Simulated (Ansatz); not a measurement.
## Electronic structure of CH₆ClNOSi (SMILES N[SiH2]C(O)Cl) in real space

Input

```
crystal:
  periodic: [false, false, false]
  atoms:
    - { symbol: "N", position_ang: [-1.5116, -0.0211, -0.7677] }
    - { symbol: Si, position_ang: [0.1443, 0.085, -0.8708] }
    - { symbol: C, position_ang: [0.9522, 0.0788, 0.8022] }
    - { symbol: O, position_ang: [0.5409, -0.8211, 1.7872] }
    - { symbol: Cl, position_ang: [0.842, 1.6995, 1.513] }
    - { symbol: H, position_ang: [-1.9379, 0.0678, -1.7251] }
    - { symbol: H, position_ang: [-1.8069, -0.8773, -0.3942] }
    - { symbol: H, position_ang: [0.5451, -1.1009, -1.6575] }
    - { symbol: H, position_ang: [0.4926, 1.2913, -1.6461] }
    - { symbol: H, position_ang: [2.0542, -0.13, 0.722] }
    - { symbol: H, position_ang: [-0.2496, -0.3289, 2.2577] }
basis:
  gaussian: { orbitals: def2-SVP }
hamiltonian:
  xc: pbe0
relax:
  f_tol: 0.015
  max_steps: 40
output:
  orbitals: {}
```

Command:

```sh
ansatz run input.yaml --threads 2 --pin off --max-ram 3072MiB --backend cpu --events-out ev --progress --plain --runs-dir out
```

The fields are those of the relaxed geometry.

Method: RKS PBE0/def2-SVP in Ansatz 0.2.0.

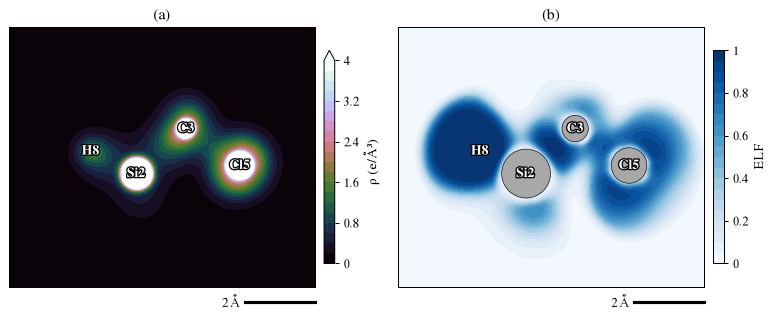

Figure 1. (a) total electron density; (b) electron localisation function on the plane of atoms Si2, C3 and Cl5. Grey discs cover the atomic cores in the ELF map.

Question: Describe what can be read from this map.

Answer: Atoms in the plane: Si, C, Cl and H.
C–Cl (1.87 Å): ρ at the midpoint is about 1.1 e/Å³; the ELF peaks at about 0.85 between the atoms; a covalent bond.
C–Si (1.91 Å): the density is about 0.97 e/Å³ at the midpoint; the ELF peaks at about 1 between the atoms (a shared electron pair).
The ELF also peaks beside Cl5, away from the bonds: lone-pair regions.

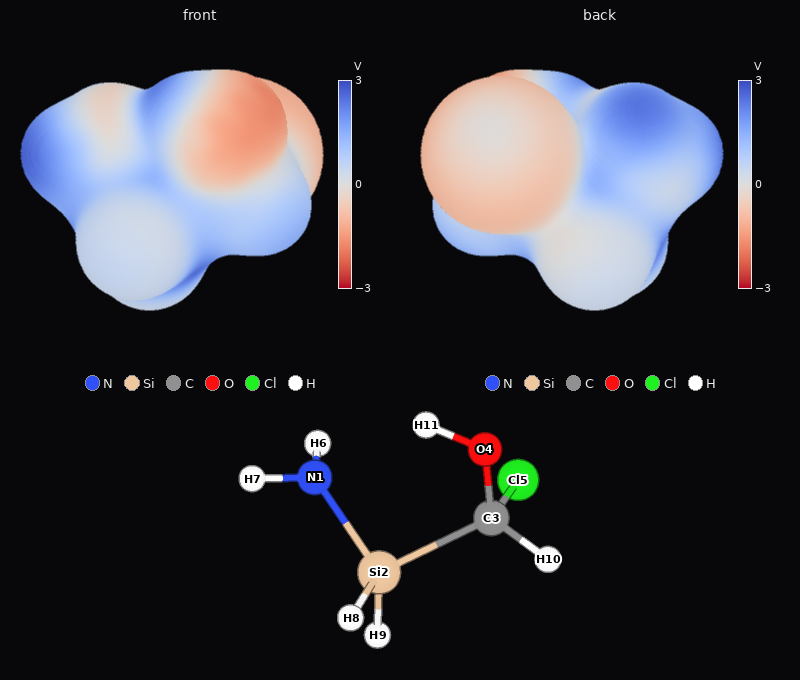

Figure 2. The molecular electrostatic potential painted on the density surface at 0.004 e/bohr³, seen from the front and from behind; red is negative and blue positive. The bare structure is drawn below in the same view.

Question: Describe the electrostatic potential map.

Answer: The most negative region (about −1.7 V, or −39 kcal/mol for a unit charge) lies over O4, the most positive (about +2.6 V, or +60 kcal/mol for a unit charge) over H7. O4 is the likeliest acceptor of a hydrogen bond.

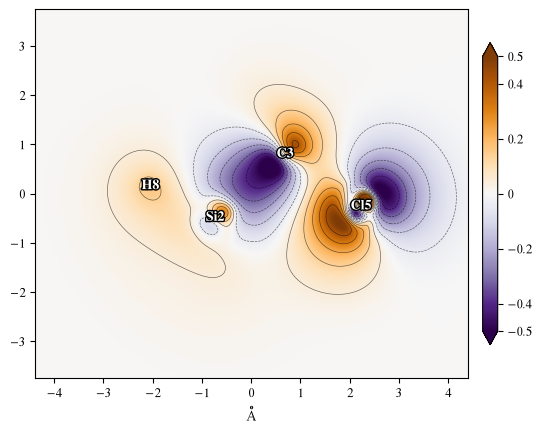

Figure 3. The HOMO on the plane of atoms Si2, C3 and Cl5 (values in Å⁻³ᐟ²; the overall sign is arbitrary).

Question: What is the character of this orbital?

Answer: By Hirshfeld shares it lies mainly on Cl5 (about 40 %), C3 (about 15 %), O4 (about 15 %), Si2 (about 10 %) and N1 (about 5 %). Its energy is −7.56 eV.
